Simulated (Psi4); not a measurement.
**One shape, several levels: singlet AlO+**

We compute a comparison of 5 runs (HF/3-21G, B3LYP/6-31G*, HSE06/def2-TZVPPD, TPSSh/def2-TZVPPD, MP3/def2-TZVPPD) of singlet AlO+. 

The calculation is run with Psi4 1.11.

1 further run of the same task is left out (it didn't finish).

### 1 The structure to begin with

AlO+: 2 atoms, total charge +1, spin state singlet. SMILES of the parent species: `[O]=[Al]`. The coordinates come from a PBE0-D4/def2-TZVP relaxation. That shape belongs to the parent species and isn't relaxed for this state.

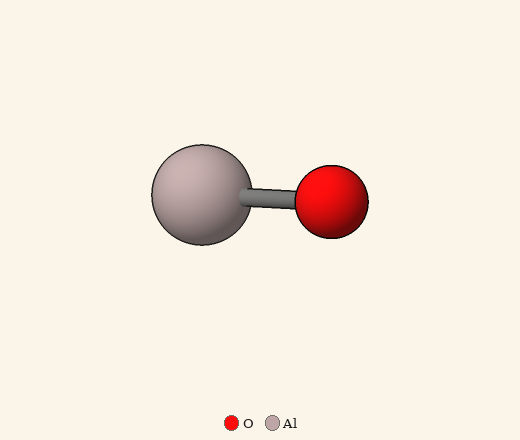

Viewed from a chosen angle; oxygen red, aluminium light grey.

### 2 Energy and forces at HF/3-21G (run 1)

alo.xyz reads:

```xyz
2
AlO
O      0.000000     0.000000    -0.024920
Al     0.000000     0.000000     1.594970
```

calc.py reads:

```python
import psi4

psi4.set_memory('2200 MB')
psi4.set_num_threads(1)
psi4.core.set_output_file('output.dat', False)

with open('alo.xyz') as f:
    atoms = ''.join(f.readlines()[2:])
geom = psi4.geometry('1 1\n' + atoms + 'symmetry c1')

psi4.set_options({
    'basis': '3-21G',
    'puream': True,
    'e_convergence': 1e-09,
    'd_convergence': 1e-08,
    'scf_type': 'pk',
})

e_tot, wfn = psi4.gradient("scf", return_wfn=True)
psi4.oeprop(wfn, "LOWDIN_CHARGES", "QUADRUPOLE", "MAYER_INDICES", title="SCF")
print('gradient / Eh bohr^-1')
print(e_tot.np.round(6))
print(f'energy = {wfn.energy():.10f} Eh')
```

Command:

```sh
python calc.py
```

output.dat:

```text
[...]
  Running in c1 symmetry.
[...]
  Nuclear repulsion =   33.974177203192809
[...]
  Multiplicity = 1
[...]
  Nalpha       = 10
  Nbeta        = 10
[...]
    Number of basis functions: 22
[...]
   @RHF iter   1:  -314.28190259536893   -2.98091e-01   3.11633e-02 ADIIS/DIIS
[...]
   @RHF iter  13:  -314.61988435907068   -7.38964e-13   2.23859e-09 DIIS
[...]
    Orbital Energies [Eh]
    ---------------------
    Doubly Occupied:
       1A    -58.435054     2A    -20.736564     3A     -5.236988
       4A     -3.537347     5A     -3.534640     6A     -3.534640
       7A     -1.487992     8A     -0.735466     9A     -0.735466
      10A     -0.691623
[...]
  @RHF Final Energy:  -314.61988435907068
   => Energetics <=
    Nuclear Repulsion Energy =             33.9741772031928093
    One-Electron Energy =                -499.8565645520858993
    Two-Electron Energy =                 151.2625029898223659
    Total Energy =                       -314.6198843590707384
[...]
  -Total Gradient:
     Atom            X                  Y                   Z
    ------   -----------------  -----------------  -----------------
       1        0.000000000000     0.000000000000     0.050519069044
       2       -0.000000000000    -0.000000000000    -0.050519069044
[...]
 Multipole Moments:
 ------------------------------------------------------------------------------------
     Multipole            Electronic (a.u.)      Nuclear  (a.u.)        Total (a.u.)
 ------------------------------------------------------------------------------------
 L = 1.  Multiply by 2.5417464519 to convert [e a0] to [Debye]
 Dipole X            :          0.0000000            0.0000000            0.0000000
 Dipole Y            :         -0.0000000            0.0000000           -0.0000000
 Dipole Z            :          3.2511856           -0.5640171            2.6871685
 Magnitude           :                                                    2.6871685
 L = 2.  Multiply by 1.3450342976 to convert [e a0^2] to [Debye ang]
 Quadrupole XX       :         -8.8030114            0.0000000           -8.8030114
 Quadrupole XY       :         -0.0000000            0.0000000           -0.0000000
[...]
```

On the terminal:

```text
gradient / Eh bohr^-1
[[ 0.        0.        0.050519]
 [-0.       -0.       -0.050519]]
energy = -314.6198843591 Eh
```

Run time: 5.7 s. Hardware: 1 thread of Intel Xeon at 2.50GHz (Skylake/Cascade Lake), shared host; peak memory 0.18 GiB.

### 3 Energy and gradient at B3LYP/6-31G(d) (spherical functions) (run 2)

job.py reads:

```python
import psi4

psi4.set_memory('2200 MB')
psi4.set_num_threads(1)
psi4.set_output_file('alo.out', False)

mol = psi4.geometry("""
1 1
O      0.00000000     0.00000000    -0.04709198
Al     0.00000000     0.00000000     3.01405648
units au
symmetry c1
""")

options = {'reference': 'rks', 'puream': True, 'e_convergence': 1e-09, 'd_convergence': 1e-08, 'scf_type': 'pk', 'dft_radial_points': 99, 'dft_spherical_points': 590}
psi4.set_options(options)

e_tot, wfn = psi4.gradient("b3lyp/6-31G*", return_wfn=True)
print('gradient / Eh bohr^-1')
print(e_tot.np.round(6))
print(f'energy = {wfn.energy():.10f} Eh')
for k, v in sorted(psi4.core.scalar_variables().items()):
    print(f'{k:45s} {v:18.10f}')
```

Command:

```sh
python job.py
```

alo.out:

```text
[...]
  Running in c1 symmetry.
[...]
  Nuclear repulsion =   33.974177129586195
[...]
  Multiplicity = 1
[...]
  Nalpha       = 10
  Nbeta        = 10
[...]
    Number of basis functions: 32
[...]
   @RKS iter   1:  -316.73093505820003    2.76833e-01   2.92223e-02 DIIS/ADIIS
[...]
   @RKS iter  11:  -317.22983174953043   -1.47793e-12   6.17139e-09 DIIS
[...]
    Orbital Energies [Eh]
    ---------------------
    Doubly Occupied:
       1A    -56.442548     2A    -19.422744     3A     -4.526106
       4A     -3.077876     5A     -3.077783     6A     -3.077783
       7A     -1.166288     8A     -0.630798     9A     -0.562263
      10A     -0.562263
[...]
  @RKS Final Energy:  -317.22983174953043
   => Energetics <=
    Nuclear Repulsion Energy =             33.9741771295861952
    One-Electron Energy =                -501.7876647789508411
    Two-Electron Energy =                 172.2983705719494480
    DFT Exchange-Correlation Energy =     -21.7147146721152247
    Empirical Dispersion Energy =           0.0000000000000000
    VV10 Nonlocal Energy =                  0.0000000000000000
    Total Energy =                       -317.2298317495304332
[...]
 Multipole Moments:
 ------------------------------------------------------------------------------------
     Multipole            Electronic (a.u.)      Nuclear  (a.u.)        Total (a.u.)
 ------------------------------------------------------------------------------------
 L = 1.  Multiply by 2.5417464519 to convert [e a0] to [Debye]
 Dipole X            :         -0.0000000            0.0000000           -0.0000000
 Dipole Y            :         -0.0000000            0.0000000           -0.0000000
 Dipole Z            :          3.2541441           -0.5640171            2.6901270
 Magnitude           :                                                    2.6901270
[...]
  -Total Gradient:
     Atom            X                  Y                   Z
    ------   -----------------  -----------------  -----------------
       1        0.000000000000    -0.000000000000     0.000221592838
       2        0.000000000000     0.000000000000    -0.000219514497
[...]
```

Standard output:

```text
gradient / Eh bohr^-1
[[ 0.       -0.        0.000222]
 [ 0.        0.       -0.00022 ]]
energy = -317.2298317495 Eh
CURRENT ENERGY                                   -317.2298317495
CURRENT REFERENCE ENERGY                         -317.2298317495
DD SOLVATION ENERGY                                 0.0000000000
DFT FUNCTIONAL TOTAL ENERGY                      -317.2298317495
DFT TOTAL ENERGY                                 -317.2298317495
DFT VV10 ENERGY                                     0.0000000000
DFT XC ENERGY                                     -21.7147146721
GRID ELECTRONS ALPHA                               10.0000000245
GRID ELECTRONS BETA                                10.0000000245
GRID ELECTRONS TOTAL                               20.0000000490
NUCLEAR REPULSION ENERGY                           33.9741771296
ONE-ELECTRON ENERGY                              -501.7876647790
PCM POLARIZATION ENERGY                             0.0000000000
PE ENERGY                                           0.0000000000
SCF ITERATION ENERGY                             -317.2298317495
SCF ITERATIONS                                     11.0000000000
SCF TOTAL ENERGY                                 -317.2298317495
TWO-ELECTRON ENERGY                               172.2983705719
XC GRID RADIAL POINTS                              99.0000000000
XC GRID SPHERICAL POINTS                          590.0000000000
XC GRID TOTAL POINTS                           111494.0000000000
```

Wall time 11 s (1 thread of Intel Xeon at 2.50GHz (Skylake/Cascade Lake), shared host); peak memory 0.3 GiB.

Run 3 isn't shown in full; the table further down has it.

### 4 The energy at TPSSh/def2-TZVPPD (run 4)

job.inp reads:

```
memory 2200 mb

molecule {
  1 1
  O      0.00000000     0.00000000    -0.04709198
  Al     0.00000000     0.00000000     3.01405648
  units bohr
  symmetry c1
}

set basis def2-TZVPPD
set puream true
set e_convergence 1e-09
set d_convergence 1e-08
set scf_type pk
set dft_radial_points 99
set dft_spherical_points 590

e, wfn = energy("tpssh", return_wfn=True)
```

Command:

```sh
psi4 -n 1 job.inp job.out
```

job.out:

```text
[...]
  Running in c1 symmetry.
[...]
  Nuclear repulsion =   33.974177129586195
[...]
  Multiplicity = 1
[...]
  Nalpha       = 10
  Nbeta        = 10
[...]
    Number of basis functions: 88
[...]
   @RKS iter   1:  -316.75370832010151    3.24941e-01   1.19290e-02 ADIIS/DIIS
[...]
   @RKS iter  12:  -317.28605276229450   -2.59206e-11   9.25132e-09 DIIS
[...]
    Orbital Energies [Eh]
    ---------------------
    Doubly Occupied:
       1A    -56.296805     2A    -19.317271     3A     -4.460952
       4A     -3.003811     5A     -3.003811     6A     -3.002619
       7A     -1.137190     8A     -0.609983     9A     -0.537538
      10A     -0.537538
[...]
  @RKS Final Energy:  -317.28605276229450
   => Energetics <=
    Nuclear Repulsion Energy =             33.9741771295861952
    One-Electron Energy =                -502.1071576883077796
    Two-Electron Energy =                 175.1718407868565350
    DFT Exchange-Correlation Energy =     -24.3249129904294961
    Empirical Dispersion Energy =           0.0000000000000000
    VV10 Nonlocal Energy =                  0.0000000000000000
    Total Energy =                       -317.2860527622945028
[...]
 Multipole Moments:
 ------------------------------------------------------------------------------------
     Multipole            Electronic (a.u.)      Nuclear  (a.u.)        Total (a.u.)
 ------------------------------------------------------------------------------------
 L = 1.  Multiply by 2.5417464519 to convert [e a0] to [Debye]
 Dipole X            :         -0.0000000            0.0000000           -0.0000000
 Dipole Y            :          0.0000000            0.0000000            0.0000000
 Dipole Z            :          3.3990112           -0.5640171            2.8349941
 Magnitude           :                                                    2.8349941
[...]
```

Wall time 27 s (1 thread of Intel Xeon at 2.50GHz (Skylake/Cascade Lake), shared host); peak memory 0.97 GiB.

### 5 A single-point energy at MP3/def2-TZVPPD (run 5)

calc.in reads:

```
memory 2200 mb

molecule {
  1 1
  O      0.000000     0.000000    -0.024920
  Al     0.000000     0.000000     1.594970
  units angstrom
  symmetry c1
}

set {
  basis def2-TZVPPD
  puream true
  e_convergence 1e-09
  d_convergence 1e-08
  scf_type pk
  num_frozen_docc 6
  mp_type conv
}

energy("mp3")
```

Command:

```sh
psi4 calc.in calc.out -n 1
```

calc.out:

```text
[...]
  Running in c1 symmetry.
[...]
  Nuclear repulsion =   33.974177203192809
[...]
  Multiplicity = 1
[...]
  Nalpha       = 10
  Nbeta        = 10
[...]
    Number of basis functions: 88
[...]
   @RHF iter   1:  -316.07791068318721   -3.28224e-01   8.69390e-03 ADIIS/DIIS
[...]
   @RHF iter  13:  -316.39351779180038   -7.95808e-13   1.29310e-09 DIIS
[...]
    Orbital Energies [Eh]
    ---------------------
    Doubly Occupied:
       1A    -58.863819     2A    -20.817283     3A     -5.270038
       4A     -3.580047     5A     -3.580047     6A     -3.578600
       7A     -1.470000     8A     -0.726576     9A     -0.726576
      10A     -0.704848
[...]
  @RHF Final Energy:  -316.39351779180038
   => Energetics <=
    Nuclear Repulsion Energy =             33.9741772031928093
    One-Electron Energy =                -502.0997235619474850
    Two-Electron Energy =                 151.7320285669543125
    Total Energy =                       -316.3935177918003774
[...]
 Multipole Moments:
 ------------------------------------------------------------------------------------
     Multipole            Electronic (a.u.)      Nuclear  (a.u.)        Total (a.u.)
 ------------------------------------------------------------------------------------
 L = 1.  Multiply by 2.5417464519 to convert [e a0] to [Debye]
 Dipole X            :         -0.0000000            0.0000000           -0.0000000
 Dipole Y            :          0.0000000            0.0000000            0.0000000
 Dipole Z            :          3.6951772           -0.5640171            3.1311601
 Magnitude           :                                                    3.1311601
[...]
	SCS-MP2 Total Energy (a.u.)        :  -316.70892226133742
	SOS-MP2 Total Energy (a.u.)        :  -316.70595247103358
[...]
	SOS-PI-MP2 Total Energy (a.u.)     :  -316.72998590789769
[...]
	MP2 Total Energy (a.u.)            :  -316.71486184194526
[...]
	SCS-MP3 Total Energy (a.u.)        :  -316.70265694647401
[...]
	MP3 Total Energy (a.u.)            :  -316.68980058249161
[...]
```

Run time: 16 s. Hardware: 1 thread of Intel Xeon at 2.50GHz (Skylake/Cascade Lake), shared host; peak memory 0.77 GiB.

### 6 The series

```csv
run,level,integration grid,task,energy (Eh),HOMO energy (eV),LUMO energy (eV),HOMO–LUMO gap (eV),wall time
1,HF/3-21G,–,gradient,-314.619884,-18.82,-9.08,9.74,5.7 s
2,B3LYP/6-31G* (spherical functions),99 radial × 590 angular,gradient,-317.229832,-15.30,-13.11,2.19,11 s
3,HSE06/def2-TZVPPD,99 radial × 590 angular,gradient,-317.096331,-15.10,-13.19,1.91,48 s
4,TPSSh/def2-TZVPPD,99 radial × 590 angular,energy,-317.286053,-14.63,-13.15,1.48,27 s
5,MP3/def2-TZVPPD,–,energy,-316.689801,-19.18,-9.48,9.70,16 s
```

### 7 What came out

| quantity | value |
| --- | --- |
| run 5: total energy | -316.68980 Eh |
| run 5: HOMO energy (Hartree–Fock orbitals) | -19.18 eV |
| run 5: LUMO energy (Hartree–Fock orbitals) | -9.48 eV |
| run 5: HOMO–LUMO gap (Hartree–Fock orbitals) | 9.70 eV |
| run 5: correlation energy (6 core orbitals frozen) | -296.3 mEh |

Over runs 1, 2, 3, 4 the HOMO–LUMO gap runs from 1.48 eV (TPSSh/def2-TZVPPD) to 9.74 eV (HF/3-21G). The two ends differ in method and basis. Totals of different functionals can't be ranked against each other. All runs together took 1.8 min, the longest 48 s.
